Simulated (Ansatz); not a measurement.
## Ligand exchange: C2H7NSi + SiH3F → C2H9NSi2 + HF

Species: C2H7NSi `C=C[SiH2]N`, singlet; SiH3F `F[SiH3]`, singlet; C2H9NSi2 `C=C[SiH2]N[SiH3]`, singlet; HF (hydrogen fluoride), singlet. The partners trade H for SiH3: N–H and F–SiH3 bonds give way to N–SiH3 and F–H.

Shapes, held fixed at every level: PBE0-D4/def2-TZVP. Flexible molecules stand in one conformer, not always the lowest. Programs: Ansatz 0.2.0. The zero-point and thermal change to 298 K, harmonic and unscaled (PBE0-D4/def2-TZVP), is -1.7 kJ/mol.

| level | kind | ΔH(298 K) (kJ/mol) | less CCSD(T)/CBS estimate | CPU time (sum over the molecules) |
| --- | --- | --- | --- | --- |
| HF/def2-SVP | Hartree–Fock | +76.0 | +9.8 | – |
| PBE-D4/def2-TZVPP | GGA | +65.4 | -0.8 | 25 s |
| r2SCAN-D4/def2-TZVPP | meta-GGA | +73.9 | +7.7 | 49 s |
| BHLYP-D4/def2-TZVPP | global hybrid | +73.1 | +6.9 | 30 s |
| MP2/def2-SVP | perturbation theory | +63.8 | -2.4 | – |
| CCSD(T)/def2-SVP | coupled cluster or CI | +64.2 | -2.0 | 43 s |
| CCSD(T)/CBS estimate | coupled cluster or CI | +66.2 | 0.0 | 54 min |

The highest level, CCSD(T)/CBS estimate, gives ΔH(298 K) = +66.2 kJ/mol; the levels span +63.8 to +76.0. The column of differences is taken from that level and isn't an error. No measured value is set beside it here. The CBS estimate extrapolates MP2 from def2-TZVPP and def2-QZVPP and adds CCSD(T) − MP2 in the triple-zeta set, cores frozen. Times are processor times on shared x86 and Arm servers, and rough.

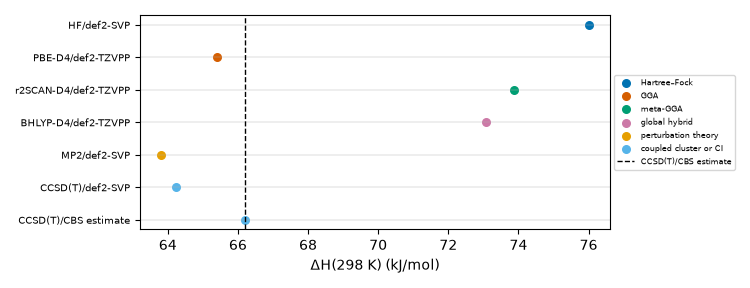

The values of the table, level by level.
